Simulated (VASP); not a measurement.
Band structure of GaN (zinc blende). Computed with PBE GGA, VASP's PBE PAW potentials (set 64) (plane waves; VASP).

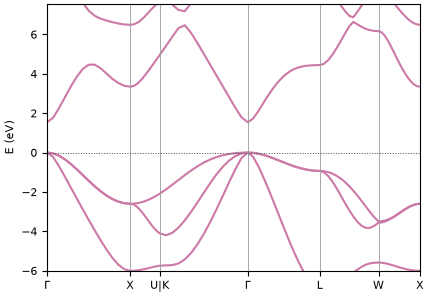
Bands along high-symmetry lines, zero at the valence-band maximum or, without a gap, the Fermi level

### Question
Read the plot: is there a gap, and where are the band edges?

### Answer
The gap is direct, 1.54 eV, from the valence maximum at Γ to the conduction minimum at Γ. (Edges off the drawn lines would not show.)

The compound is GaN in the zinc blende structure, a metastable form; wurtzite is the usual one. It was relaxed first.
